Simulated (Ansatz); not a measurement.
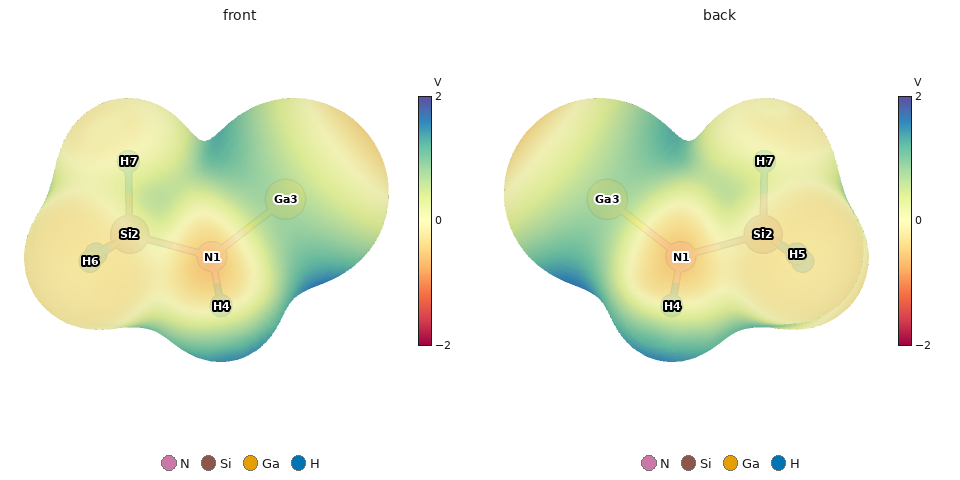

*GaH4NSi. The electrostatic potential painted on the density surface at 0.002 e/bohr³, seen from the front and from behind; red is negative and blue positive.*

Method: RKS BLYP-D4/def2-SVP (Ansatz).

```
atom    x (Å)    y (Å)    z (Å)
   N  -0.4256  -0.7986  -0.4673
  Si   0.1893   0.6697   0.2737
  Ga   0.3799  -2.5477  -0.4220
   H  -1.3149  -0.6988  -0.9792
   H   0.4937   1.7654  -0.7150
   H  -0.7345   1.2586   1.3083
   H   1.4735   0.2834   0.9559
```

Question: Where is the surface potential most negative and most positive?

Answer: The most negative region (about −0.5 V) lies over N1, the most positive (about +1.6 V) over Ga3.
